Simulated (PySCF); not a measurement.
# C2H4F2O (SMILES FCOCF): levels of theory compared

Wanted: a comparison of 6 runs (HF/STO-3G, B3LYP/6-31G*, PBE0/def2-SVP, B3LYP/6-311G**, MP2/STO-3G, CCSD(T)/6-31G) of C2H4F2O. The job is set up through a Python script.

Program for the calculation: PySCF 2.14.0.

## Step 1: The structure to begin with

The species is C2H4F2O (9 atoms), meant as a singlet with charge 0. As SMILES, `FCOCF`. The shape is that of a PBE0-D4/def2-TZVP optimisation. This is one conformer, not always the lowest.

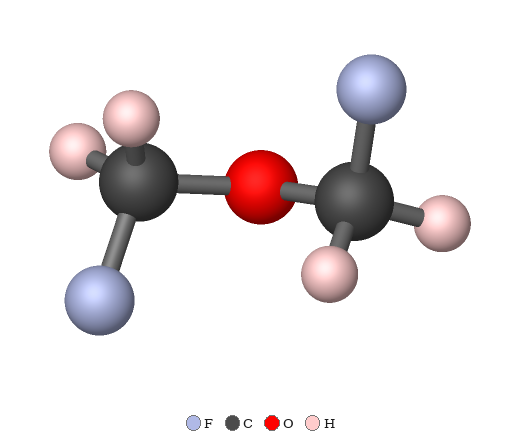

Viewed from a chosen angle; fluorine light blue, carbon dark grey, oxygen red, hydrogen pink.

## Step 2: Energy and forces at HF/STO-3G (run 1)

run.py reads:

```python
from pyscf import gto

molecule = gto.M(
    atom='''
F   -1.734200   0.805200  -0.245200
C   -0.460700   0.758500  -0.762300
O    0.071100  -0.508000  -0.618700
C    0.447400  -0.834700   0.669300
F    1.603900  -0.174500   1.013000
H    0.132500   1.512200  -0.235900
H   -0.517700   0.959900  -1.832000
H   -0.316800  -0.555400   1.400900
H    0.648400  -1.905900   0.679800
''',
    verbose=4,
    max_memory=1860,
    spin=0,
    basis='sto-3g',
)

calc0 = molecule.RHF()
calc0.conv_tol = 1e-10
calc0.kernel()
if not calc0.converged:
    calc0 = calc0.newton().run(calc0.mo_coeff, calc0.mo_occ)

e_final = calc0.e_tot
print('Final energy', e_final)
grad = calc0.nuc_grad_method().kernel()
dip = calc0.dip_moment()
pop, q = calc0.mulliken_pop()
```

Started as:

```sh
$ OMP_NUM_THREADS=1 python run.py
```

The log of the run:

```text
PySCF version 2.14.0

[... 61 lines left out ...]
converged SCF energy = -347.041482616022
Final energy -347.04148261602165
[... 11 lines left out ...]
Dipole moment(X, Y, Z, Debye): -0.03460,  0.20891,  0.25418
 ** Mulliken pop  **
pop of  0 F 1s            1.99911
pop of  0 F 2s            1.94490
pop of  0 F 2px           1.37991
pop of  0 F 2py           1.96161
pop of  0 F 2pz           1.87538
pop of  1 C 1s            1.99267
pop of  1 C 2s            1.15478
pop of  1 C 2px           0.81192
pop of  1 C 2py           0.86157
pop of  1 C 2pz           1.02660
pop of  2 O 1s            1.99744
pop of  2 O 2s            1.79588
pop of  2 O 2px           1.77329
pop of  2 O 2py           1.35207
pop of  2 O 2pz           1.35714
pop of  3 C 1s            1.99267
pop of  3 C 2s            1.15478
pop of  3 C 2px           0.86348
pop of  3 C 2py           0.99159
pop of  3 C 2pz           0.84502
pop of  4 F 1s            1.99911
pop of  4 F 2s            1.94490
pop of  4 F 2px           1.48463
pop of  4 F 2py           1.81164
pop of  4 F 2pz           1.92064
pop of  5 H 1s            0.93392
pop of  6 H 1s            0.91970
pop of  7 H 1s            0.93395
pop of  8 H 1s            0.91970
 ** Mulliken atomic charges  **
charge of    0F =     -0.16091
charge of    1C =      0.15245
charge of    2O =     -0.27582
charge of    3C =      0.15246
charge of    4F =     -0.16092
charge of    5H =      0.06608
charge of    6H =      0.08030
charge of    7H =      0.06605
charge of    8H =      0.08030
```

Run time: 2.9 s. Hardware: 1 thread of Intel Xeon at 2.70GHz, shared host; peak memory 0.12 GiB.

## Step 3: Energy and gradient at B3LYP/6-31G(d) (spherical functions) (run 2)

job.py reads:

```python
from pyscf import gto, dft

mol = gto.Mole()
mol.atom = '''
F   -1.734200   0.805200  -0.245200
C   -0.460700   0.758500  -0.762300
O    0.071100  -0.508000  -0.618700
C    0.447400  -0.834700   0.669300
F    1.603900  -0.174500   1.013000
H    0.132500   1.512200  -0.235900
H   -0.517700   0.959900  -1.832000
H   -0.316800  -0.555400   1.400900
H    0.648400  -1.905900   0.679800
'''
mol.charge = 0
mol.max_memory = 1860
mol.verbose = 4
mol.basis = '6-31g*'
mol.build()

mf = dft.RKS(mol, xc='b3lyp')
mf.grids.level = 5
mf.conv_tol = 1e-10
mf.kernel()
if not mf.converged:
    mf = mf.newton().run(mf.mo_coeff, mf.mo_occ)

etot = mf.e_tot
print('E(%s) = %.9f' % ('B3LYP', etot))
grad = mf.nuc_grad_method().kernel()
dip = mf.dip_moment()
pop, q = mf.mulliken_pop()
```

Started as:

```sh
$ OMP_NUM_THREADS=1 python job.py
```

The log of the run:

```text
PySCF version 2.14.0

[... 77 lines left out ...]
converged SCF energy = -353.496158079571
[... 13 lines left out ...]
Dipole moment(X, Y, Z, Debye):  0.00275, -0.01727, -0.02135
[... 49 lines left out ...]
pop of  3 C 3px           0.16186
pop of  3 C 3py           0.24053
pop of  3 C 3pz           0.16217
pop of  3 C 3dxy          0.01481
pop of  3 C 3dyz          0.01184
pop of  3 C 3dz^2         0.02500
pop of  3 C 3dxz          0.02850
pop of  3 C 3dx2-y2       0.02172
pop of  4 F 1s            1.99728
pop of  4 F 2s            0.93182
pop of  4 F 3s            1.03560
pop of  4 F 2px           1.00971
pop of  4 F 2py           1.13093
pop of  4 F 2pz           1.17091
pop of  4 F 3px           0.61708
pop of  4 F 3py           0.69610
pop of  4 F 3pz           0.72794
pop of  4 F 3dxy          0.00480
pop of  4 F 3dyz          0.00109
pop of  4 F 3dz^2         0.00198
pop of  4 F 3dxz          0.00311
pop of  4 F 3dx2-y2       0.00419
pop of  5 H 1s            0.54288
pop of  5 H 2s            0.31847
pop of  6 H 1s            0.54423
pop of  6 H 2s            0.30849
pop of  7 H 1s            0.54286
pop of  7 H 2s            0.31853
pop of  8 H 1s            0.54424
pop of  8 H 2s            0.30847
 ** Mulliken atomic charges  **
charge of    0F =     -0.33254
charge of    1C =      0.26470
charge of    2O =     -0.43612
charge of    3C =      0.26470
charge of    4F =     -0.33257
charge of    5H =      0.13864
charge of    6H =      0.14728
charge of    7H =      0.13861
charge of    8H =      0.14729
```

Wall time 46 s (1 thread of Intel Xeon at 2.70GHz, shared host); peak memory 0.77 GiB.

## Step 4: Energy and forces at PBE0/def2-SVP (run 3)

run.py reads:

```python
import pyscf.grad
from pyscf import gto, dft

mol = gto.M(
    atom=[
    ('F', (-1.734200, 0.805200, -0.245200)),
    ('C', (-0.460700, 0.758500, -0.762300)),
    ('O', (0.071100, -0.508000, -0.618700)),
    ('C', (0.447400, -0.834700, 0.669300)),
    ('F', (1.603900, -0.174500, 1.013000)),
    ('H', (0.132500, 1.512200, -0.235900)),
    ('H', (-0.517700, 0.959900, -1.832000)),
    ('H', (-0.316800, -0.555400, 1.400900)),
    ('H', (0.648400, -1.905900, 0.679800)),
],
    max_memory=1860,
    basis='def2-svp',
    verbose=4,
)

mf = dft.RKS(mol, xc='pbe0')
mf.conv_tol = 1e-10
mf.grids.level = 5
mf.kernel()
if not mf.converged:
    mf = mf.newton().run(mf.mo_coeff, mf.mo_occ)

e_final = mf.e_tot
print('E = %.10f Eh' % e_final)
grad = mf.Gradients().kernel()
mf.analyze()
```

Started as:

```sh
$ OMP_NUM_THREADS=1 python run.py
```

The log of the run:

```text
PySCF version 2.14.0

[... 96 lines left out ...]
DFT Exchange-Correlation Energy =      -41.521862812332955
[... 10 lines left out ...]
MO #9   energy= -0.764910119448556 occ= 2
[... 8 lines left out ...]
MO #18  energy= -0.398215995094953 occ= 2
[... 8 lines left out ...]
MO #27  energy= 0.165538954641581  occ= 0
[... 8 lines left out ...]
MO #36  energy= 0.609202117812456  occ= 0
[... 8 lines left out ...]
MO #45  energy= 1.14760474255756   occ= 0
[... 8 lines left out ...]
MO #54  energy= 1.52305452805606   occ= 0
[... 8 lines left out ...]
MO #63  energy= 1.87614204097375   occ= 0
[... 8 lines left out ...]
MO #72  energy= 2.73193617862486   occ= 0
[... 8 lines left out ...]
MO #81  energy= 3.11619407209488   occ= 0
[... 8 lines left out ...]
MO #90  energy= 3.79199265112656   occ= 0
[... 63 lines left out ...]
pop of  4 F 2pz           1.92688
pop of  4 F 3px           0.00117
pop of  4 F 3py           0.00154
pop of  4 F 3pz           0.00147
pop of  4 F 3dxy          0.00141
pop of  4 F 3dyz          0.00029
pop of  4 F 3dz^2         0.00054
pop of  4 F 3dxz          0.00083
pop of  4 F 3dx2-y2       0.00093
pop of  5 H 1s            0.88736
pop of  5 H 2s            0.01254
pop of  5 H 2px           0.00073
pop of  5 H 2py           0.00106
pop of  5 H 2pz           0.00048
pop of  6 H 1s            0.86755
pop of  6 H 2s            0.01216
pop of  6 H 2px           0.00031
pop of  6 H 2py           0.00020
pop of  6 H 2pz           0.00149
pop of  7 H 1s            0.88739
pop of  7 H 2s            0.01254
pop of  7 H 2px           0.00096
pop of  7 H 2py           0.00023
pop of  7 H 2pz           0.00109
pop of  8 H 1s            0.86754
pop of  8 H 2s            0.01216
pop of  8 H 2px           0.00033
pop of  8 H 2py           0.00147
pop of  8 H 2pz           0.00020
 ** Mulliken atomic charges  **
charge of    0F =     -0.31223
charge of    1C =      0.27712
charge of    2O =     -0.36197
charge of    3C =      0.27713
charge of    4F =     -0.31226
charge of    5H =      0.09783
charge of    6H =      0.11829
charge of    7H =      0.09779
charge of    8H =      0.11829
Dipole moment(X, Y, Z, Debye):  0.00442, -0.02740, -0.03369
```

Wall time 53 s (1 thread of Intel Xeon at 2.70GHz, shared host); peak memory 0.89 GiB.

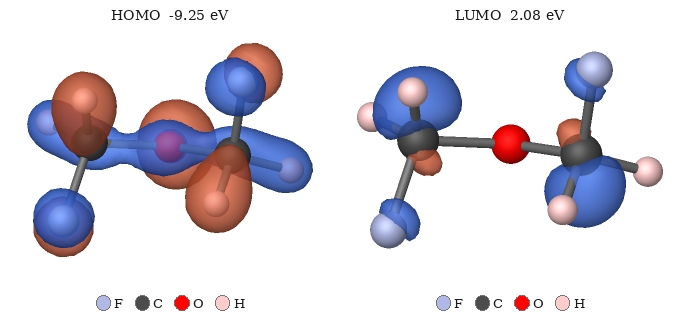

Frontier orbitals of this run, surfaces at ±0.2 Å^-3/2.

Runs 4 to 5 aren't shown in full; the table further down has their settings and results.

## Step 5: A single-point energy at CCSD(T)/6-31G (run 6)

calc.py reads:

```python
from pyscf import gto, scf, cc

mol = gto.M(
    atom='''
F     -3.277163     1.521607    -0.463361
C     -0.870597     1.433357    -1.440538
O      0.134360    -0.959981    -1.169174
C      0.845463    -1.577354     1.264794
F      3.030932    -0.329757     1.914293
H      0.250389     2.857644    -0.445786
H     -0.978311     1.813948    -3.461978
H     -0.598665    -1.049554     2.647317
H      1.225298    -3.601629     1.284636
''',
    max_memory=1860,
    verbose=4,
    unit='bohr',
    basis='6-31g',
)

calc0 = scf.RHF(mol)
calc0.conv_tol = 1e-10
calc0.kernel()
if not calc0.converged:
    calc0 = calc0.newton().run(calc0.mo_coeff, calc0.mo_occ)

mycc = cc.CCSD(calc0, frozen=5)
mycc.kernel()
e_t = mycc.ccsd_t()
etot = mycc.e_tot + e_t
print(f'total energy: {etot:.8f} hartree')
calc0.analyze()
```

Started as:

```sh
$ OMP_NUM_THREADS=1 python calc.py
```

The log of the run:

```text
PySCF version 2.14.0

[... 88 lines left out ...]
CCSD converged
[... 8 lines left out ...]
Two-electron Coulomb Energy =          365.532000630511391
[... 7 lines left out ...]
MO #5   energy= -11.3903547694659  occ= 2
[... 5 lines left out ...]
MO #11  energy= -0.775924224217941 occ= 2
[... 5 lines left out ...]
MO #17  energy= -0.606899346249427 occ= 2
[... 5 lines left out ...]
MO #23  energy= 0.268087696161104  occ= 0
[... 5 lines left out ...]
MO #29  energy= 0.460226273645151  occ= 0
[... 5 lines left out ...]
MO #35  energy= 0.975186518970247  occ= 0
[... 5 lines left out ...]
MO #41  energy= 1.2464569089177    occ= 0
[... 5 lines left out ...]
MO #47  energy= 1.66195693441011   occ= 0
[... 5 lines left out ...]
MO #53  energy= 2.63667171446789   occ= 0
[... 26 lines left out ...]
pop of  2 O 3px           0.00472
pop of  2 O 3py           0.00442
pop of  2 O 3pz           0.00417
pop of  3 C 1s            1.99998
pop of  3 C 2s            0.97608
pop of  3 C 3s            0.00729
pop of  3 C 2px           0.80268
pop of  3 C 2py           1.03556
pop of  3 C 2pz           0.83814
pop of  3 C 3px           0.01386
pop of  3 C 3py           0.00868
pop of  3 C 3pz           0.01812
pop of  4 F 1s            1.99999
pop of  4 F 2s            1.85514
pop of  4 F 3s            0.00324
pop of  4 F 2px           1.67326
pop of  4 F 2py           1.87524
pop of  4 F 2pz           1.94045
pop of  4 F 3px           0.00148
pop of  4 F 3py           0.00217
pop of  4 F 3pz           0.00196
pop of  5 H 1s            0.86840
pop of  5 H 2s            0.01251
pop of  6 H 1s            0.84907
pop of  6 H 2s            0.01282
pop of  7 H 1s            0.86844
pop of  7 H 2s            0.01250
pop of  8 H 1s            0.84906
pop of  8 H 2s            0.01283
 ** Mulliken atomic charges  **
charge of    0F =     -0.35289
charge of    1C =      0.29961
charge of    2O =     -0.40777
charge of    3C =      0.29961
charge of    4F =     -0.35293
charge of    5H =      0.11909
charge of    6H =      0.13811
charge of    7H =      0.11906
charge of    8H =      0.13811
Dipole moment(X, Y, Z, Debye): -0.01074,  0.06455,  0.07833
```

It took 6.9 s on 1 thread of Intel Xeon at 2.70GHz, shared host; peak memory 0.18 GiB.

## Step 6: Overview of the runs

```csv
run,level,integration grid,frozen core orbitals,energy (Eh),dipole moment (D) of the reference,HOMO energy (eV),LUMO energy (eV),wall time
1,HF/STO-3G,–,–,-347.041483,0.33,-10.30,15.07,2.9 s
2,B3LYP/6-31G* (spherical functions),5,–,-353.496158,0.03,-8.77,2.49,46 s
3,PBE0/def2-SVP,5,–,-352.880706,0.04,-9.25,2.08,53 s
4,B3LYP/6-311G**,5,–,-353.614513,0.09,-9.04,1.29,49 s
5,MP2/STO-3G,–,5,-347.205780,0.33,-10.30,15.07,2 s
6,CCSD(T)/6-31G,–,5,-352.226605,0.10,-13.74,6.23,6.9 s
```

## Step 7: What came out

| quantity | value |
| --- | --- |
| run 6: total energy | -352.22661 Eh |
| run 6: dipole moment (Hartree–Fock density) | 0.10 D |
| run 6: HOMO energy (Hartree–Fock orbitals) | -13.74 eV |
| run 6: LUMO energy (Hartree–Fock orbitals) | 6.23 eV |
| run 6: HOMO–LUMO gap (Hartree–Fock orbitals) | 19.97 eV |
| run 6: correlation energy (5 core orbitals frozen) | -569.5 mEh |
| run 6: (T) correction | -10.64 mEh |
| run 6: T1 diagnostic | 0.011 |

Over runs 1, 2, 3, 4 the dipole moment (its size) runs from 0.03 D (B3LYP/6-31G*) to 0.33 D (HF/STO-3G). The two ends differ in method and basis. The two dipoles point in opposite directions. Over runs 1, 2, 3, 4 the HOMO–LUMO gap runs from 10.33 eV (B3LYP/6-311G**) to 25.37 eV (HF/STO-3G). Totals of different functionals can't be ranked against each other. In runs 1, 5 the basis is minimal, so the values are rough. All runs together took 2.7 min, the longest 53 s.
